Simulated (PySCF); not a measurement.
# One shape, several levels: InNH2Cl2 (SMILES [NH2][In]([Cl])[Cl])

Aim: a comparison of 6 runs (HF/STO-3G, HF/def2-SVP, CAM-B3LYP/def2-SVP, PBE0/def2-SVP, wB97X/def2-SVP, MP2/def2-TZVP) of InNH2Cl2. The job is set up through a Python script.

The calculation is run with PySCF 2.14.0.

## (1) The molecule

InNH2Cl2 has 6 atoms, charge 0, and is taken as a singlet. SMILES: `[NH2][In]([Cl])[Cl]`. Geometry: relaxed at PBE0-D4/def2-TZVP.

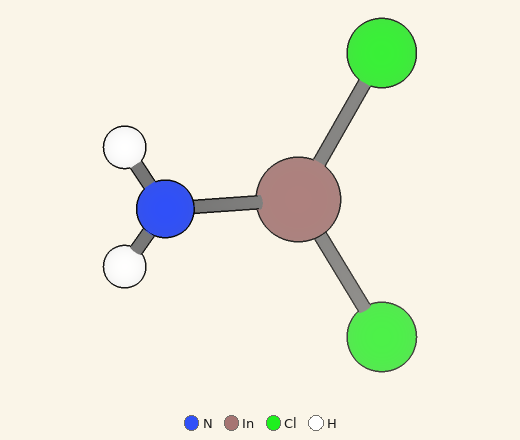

Viewed from a chosen angle; nitrogen blue, indium brown, chlorine green, hydrogen white.

## (2) Energy and gradient at HF/STO-3G (run 1)

Contents of job.py:

```python
import pyscf.grad
from pyscf import gto

mol = gto.M(
    atom='''
N   -0.150200   1.202500  -0.298800
In   0.215200  -0.726100   0.082500
Cl  -0.566200  -2.395100  -1.307500
Cl   1.622900  -1.366900   1.796100
H   -0.080000   1.826900   0.492400
H   -0.999600   1.394800  -0.811100
''',
    charge=0,
    max_memory=1860,
    verbose=4,
    spin=0,
    basis='sto-3g',
)

myscf = mol.RHF()
myscf.conv_tol = 1e-10
myscf.kernel()
if not myscf.converged:
    myscf = myscf.newton().run(myscf.mo_coeff, myscf.mo_occ)

etot = myscf.e_tot
print('E(%s) = %.9f' % ('HF', etot))
grad = myscf.Gradients().kernel()
dip = myscf.dip_moment()
pop, q = myscf.mulliken_pop()
```

Command:

```bash
OMP_NUM_THREADS=1 python job.py
```

The program printed:

```text
PySCF version 2.14.0

[... 60 lines left out ...]
converged SCF energy = -6647.14004368256
[... 13 lines left out ...]
Dipole moment(X, Y, Z, Debye): -1.82701,  3.04203,  0.28058
[... 59 lines left out ...]
charge of    5H =      0.14586
```

Run time: 4.8 s. Hardware: 1 thread of Intel Xeon at 2.70GHz, shared host; peak memory 0.12 GiB.

## (3) Energy and forces at HF/def2-SVP (core potential) (run 2)

Contents of run.py:

```python
from pyscf import gto

system = gto.Mole()
system.atom = '''
N       -0.150200       1.202500      -0.298800
In       0.215200      -0.726100       0.082500
Cl      -0.566200      -2.395100      -1.307500
Cl       1.622900      -1.366900       1.796100
H       -0.080000       1.826900       0.492400
H       -0.999600       1.394800      -0.811100
'''
system.max_memory = 1860
system.verbose = 3
system.spin = 0
system.ecp = {'In': 'def2-svp'}
system.basis = 'def2-svp'
system.build()

calc0 = system.RHF()
calc0.conv_tol = 1e-10
calc0.kernel()
if not calc0.converged:
    calc0 = calc0.newton().run(calc0.mo_coeff, calc0.mo_occ)

etot = calc0.e_tot
print(f'total energy: {etot:.8f} hartree')
grad = calc0.nuc_grad_method().kernel()
dip = calc0.dip_moment()
pop, q = calc0.mulliken_pop()
```

Command:

```bash
OMP_NUM_THREADS=1 python run.py
```

The program printed:

```text
converged SCF energy = -1163.60196535585
total energy: -1163.60196536 hartree
[... 9 lines left out ...]
Dipole moment(X, Y, Z, Debye): -1.68676,  2.50678,  0.35877
[... 93 lines left out ...]
charge of    5H =      0.15341
```

It took 8.4 s on 1 thread of Intel Xeon at 2.70GHz, shared host; peak memory 0.17 GiB.

Runs 3 to 4 aren't shown in full; the table further down has their settings and results.

## (4) Energy and forces at wB97X/def2-SVP (core potential) (run 5)

Contents of job.py:

```python
from pyscf import gto, dft

mol = gto.M(
    atom='''
N     -0.283837     2.272396    -0.564650
In     0.406669    -1.372130     0.155902
Cl    -1.069963    -4.526083    -2.470817
Cl     3.066837    -2.583067     3.394137
H     -0.151178     3.452341     0.930501
H     -1.888970     2.635790    -1.532757
''',
    basis='def2-svp',
    spin=0,
    max_memory=1860,
    verbose=3,
    ecp={'In': 'def2-svp'},
    unit='bohr',
)

mf = dft.RKS(mol)
mf.xc = 'wb97x'
mf.conv_tol = 1e-10
mf.grids.level = 5
mf.kernel()
if not mf.converged:
    mf = mf.newton().run(mf.mo_coeff, mf.mo_occ)

e_tot = mf.e_tot
print('E = %.10f Eh' % e_tot)
grad = mf.nuc_grad_method().kernel()
mf.analyze()
```

Command:

```bash
OMP_NUM_THREADS=1 python job.py
```

The program printed:

```text
converged SCF energy = -1166.28150442244
[... 16 lines left out ...]
MO #6   energy= -7.29588558386631  occ= 2
[... 9 lines left out ...]
MO #16  energy= -0.985299228967962 occ= 2
[... 9 lines left out ...]
MO #26  energy= -0.476160465155063 occ= 2
[... 9 lines left out ...]
MO #36  energy= 0.120103328896528  occ= 0
[... 9 lines left out ...]
MO #46  energy= 0.524873977271663  occ= 0
[... 9 lines left out ...]
MO #56  energy= 0.899045006384219  occ= 0
[... 9 lines left out ...]
MO #66  energy= 1.08341390936538   occ= 0
[... 9 lines left out ...]
MO #76  energy= 2.22035970439737   occ= 0
[... 9 lines left out ...]
MO #86  energy= 61.8286454169355   occ= 0
[... 7 lines left out ...]
Dipole moment(X, Y, Z, Debye): -1.59921,  2.61219,  0.26209
```

It took 41 s on 1 thread of Intel Xeon at 2.70GHz, shared host; peak memory 0.84 GiB.

## (5) Energy and gradient at MP2/def2-TZVP (core potential) (run 6)

Contents of calc.py:

```python
# [NH2][In]([Cl])[Cl]
from pyscf import gto, scf, mp

mol = gto.Mole()
mol.atom = '''
N     -0.150200     1.202500    -0.298800
In     0.215200    -0.726100     0.082500
Cl    -0.566200    -2.395100    -1.307500
Cl     1.622900    -1.366900     1.796100
H     -0.080000     1.826900     0.492400
H     -0.999600     1.394800    -0.811100
'''
mol.verbose = 3
mol.basis = 'def2-tzvp'
mol.max_memory = 1860
mol.ecp = {'In': 'def2-svp'}
mol.spin = 0
mol.build()

myscf = scf.RHF(mol)
myscf.conv_tol = 1e-10
myscf.kernel()
if not myscf.converged:
    myscf = myscf.newton().run(myscf.mo_coeff, myscf.mo_occ)

pt = mp.MP2(myscf, frozen=15).run()
etot = pt.e_tot
print(f'total energy: {etot:.8f} hartree')
grad = pt.nuc_grad_method().kernel()
dip = myscf.dip_moment()
pop, q = myscf.mulliken_pop()
```

Command:

```bash
OMP_NUM_THREADS=1 python calc.py
```

The program printed:

```text
converged SCF energy = -1163.99665927651
[... 2 lines left out ...]
total energy: -1164.85212749 hartree
[... 9 lines left out ...]
Dipole moment(X, Y, Z, Debye): -1.60315,  2.47123,  0.31155
[... 174 lines left out ...]
charge of    5H =      0.25688
```

Wall time 2.4 min (1 thread of Intel Xeon at 2.70GHz, shared host); peak memory 2 GiB.

## (6) The series

```
run                                level  core potential  integration grid   energy (Eh)  dipole moment (D) of the reference  HOMO energy (eV)  LUMO energy (eV)  wall time
  1                            HF/STO-3G               –                 –  -6647.140044                                3.56             -8.73              5.13      4.8 s
  2         HF/def2-SVP (core potential)        def2-svp                 –  -1163.601965                                3.04            -11.30              1.41      8.4 s
  3  CAM-B3LYP/def2-SVP (core potential)        def2-svp                 5  -1166.233363                                3.00             -9.19             -0.82       50 s
  4       PBE0/def2-SVP (core potential)        def2-svp                 5  -1165.893518                                3.06             -7.85             -1.87       29 s
  5      wB97X/def2-SVP (core potential)        def2-svp                 5  -1166.281504                                3.07            -10.28              0.18       41 s
  6       MP2/def2-TZVP (core potential)        def2-svp                 –  -1164.852127                                2.96            -11.42              1.11    2.4 min
```

## (7) Outcome

| quantity | value |
| --- | --- |
| run 6: total energy | -1164.85213 Eh |
| run 6: dipole moment (Hartree–Fock density) | 2.96 D |
| run 6: HOMO energy (Hartree–Fock orbitals) | -11.42 eV |
| run 6: LUMO energy (Hartree–Fock orbitals) | 1.11 eV |
| run 6: HOMO–LUMO gap (Hartree–Fock orbitals) | 12.53 eV |
| run 6: correlation energy (15 core orbitals frozen) | -855.5 mEh |
| run 6: largest force on an atom | 0.244 eV/Å |

What this shows: Over runs 1, 2, 3, 4, 5 the dipole moment (its size) runs from 3.00 D (CAM-B3LYP/def2-SVP) to 3.56 D (HF/STO-3G). The two ends differ in method and basis and core potential. Over runs 1, 2, 3, 4, 5 the HOMO–LUMO gap runs from 5.98 eV (PBE0/def2-SVP) to 13.86 eV (HF/STO-3G). Totals of different functionals can't be ranked against each other. Some runs of one species differ in core potentials or relativity; totals across that change don't compare. In run 1 the basis is minimal, so the values are rough. In run 1 relativity is left out where basis or elements ask for it. All runs together took 4.6 min, the longest 2.4 min.
